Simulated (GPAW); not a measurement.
**How far to go with the k-point mesh: Ca (Fm-3m, 1 atom in the cell)**

```
CELL_PARAMETERS angstrom
      0.00000     2.79837     2.79837
      2.79837     0.00000     2.79837
      2.79837     2.79837     0.00000
ATOMIC_POSITIONS crystal
  Ca 0.00000 0.00000 0.00000
```

Level of theory: PBEsol, GPAW PAW datasets PBEsol (made by gpaw-setup) (plane waves; GPAW 25.7.0).

Base settings: mode = pw; ecut = 550 eV; xc = PBEsol; kpts = 8 8 8; mesh shift (steps) = 0 0 0; occupations.name = methfessel-paxton; occupations.width = 0.1 eV; occupations.order = 0; nbands = -7; symmetry.symmorphic = false.

The second cell is the first with its lattice scaled by 0.98.

Only quantities that move along the ladder and can be compared are tabulated.

The count of work is k-points × plane waves × bands × iterations; it is no time. Core times come from one kind of shared machine, to one figure; runs under 30 s give none.

The starting cell has typed, rounded lattice constants, without a prior relaxation at this level. Its lattice was rescaled by up to half a per cent.

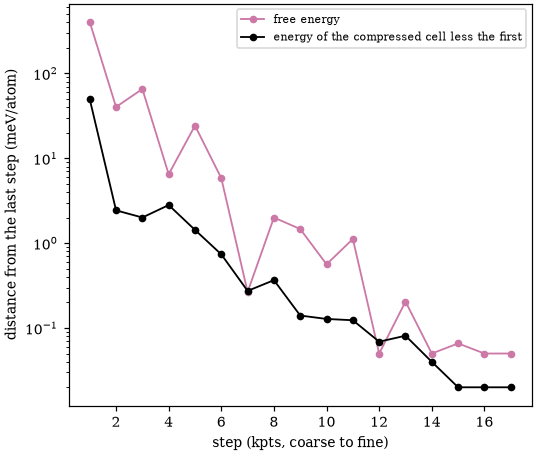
*Distance from the last step along the ladder; very small values are drawn at a floor.*

| kpts | free energy less the last step's (meV/atom) | energy of the compressed cell less the first (meV/atom) | pressure (GPa) | count of work / last | core time / last (rough) |
|---|---|---|---|---|---|
| 2 2 2 | 403.86 | -61.08 | -3.59 | 0.0031 | – |
| 3 3 3 | 40.27 | -8.97 | -1.08 | 0.0045 | – |
| 4 4 4 | -65.54 | -9.40 | -1.11 | 0.0091 | – |
| 5 5 5 | 6.48 | -14.22 | -1.32 | 0.011 | – |
| 6 6 6 | 24.28 | -12.84 | -1.24 | 0.018 | – |
| 7 7 7 | -5.83 | -10.67 | -1.15 | 0.021 | – |
| 8 8 8 | 0.27 | -11.68 | -1.20 | 0.033 | – |
| 9 9 9 | 2.00 | -11.04 | -1.16 | 0.036 | – |
| 10 10 10 | -1.46 | -11.55 | -1.20 | 0.049 | – |
| 11 11 11 | -0.56 | -11.53 | -1.19 | 0.058 | – |
| 12 12 12 | 1.12 | -11.28 | -1.17 | 0.082 | – |
| 15 15 15 | -0.01 | -11.34 | -1.18 | 0.12 | – |
| 16 16 16 | 0.20 | -11.49 | -1.19 | 0.16 | 0.2 |
| 18 18 18 | -0.02 | -11.37 | -1.18 | 0.22 | 0.2 |
| 20 20 20 | -0.07 | -11.40 | -1.18 | 0.29 | 0.3 |
| 24 24 24 | -0.04 | -11.39 | -1.18 | 0.43 | 0.4 |
| 27 27 27 | -0.02 | -11.40 | -1.18 | 0.58 | 0.5 |
| 33 33 33 | 0.00 | -11.40 | -1.18 | 1.0 | 1 |

Coarsest kpts that holds the energy of the compressed cell less the first within 1 meV/atom of the last step, with all finer ones: 7 7 7, at 0.021 of the last step's count of work; the step before is off by 1.4 meV/atom.

Coarsest kpts that holds the pressure within 0.05 GPa of the last step, with all finer ones: 7 7 7, at 0.021 of the last step's count of work; the step before is off by 0.05 GPa.

Coarsest kpts that holds the free energy within 5 meV/atom of the last step, with all finer ones: 8 8 8, at 0.033 of the last step's count of work; the step before is off by 5.8 meV/atom.

The energy difference between the two cells stays within 1 meV/atom of the last step's from 7 7 7 on, the total only from 15 15 15 on: much of the error is common to both cells and cancels.
